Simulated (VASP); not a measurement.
Band structure of CdO (rock salt). Computed with RPBE GGA, VASP's PBE PAW potentials (set 64) (plane waves; VASP 6.6.1).

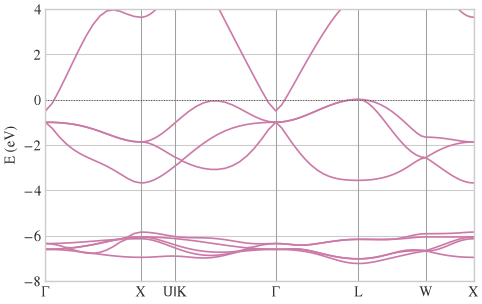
Figure. Bands along high-symmetry lines, zero at the valence-band maximum or, without a gap, the Fermi level

**Question.** Read the plot: is there a gap, and where are the band edges?

**Answer.** It has no gap at this level: it comes out as a metal or semimetal. (Edges off the drawn lines would not show.)

The compound is CdO in the rock salt structure. It was relaxed first, which changed the volume by +9 %.
